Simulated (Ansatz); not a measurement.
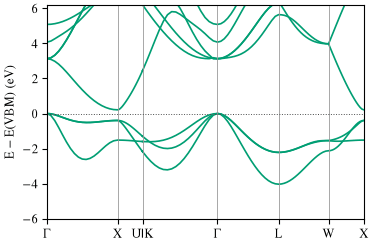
Figure. Band structure from PBE in the plane-wave PAW code Ansatz

Question: Read off the gap and where the band edges lie.

Answer: About 0.2 eV (0.21 eV by a search for the band edges); maximum at Γ, minimum at X.

The material is YN (rock salt, Fm-3m).

The PBE relaxation kept the symmetry of its start. No spin polarisation was allowed. Spin–orbit coupling is left out wherever it is not named.

Potentials: the later of the program's two PAW sets.
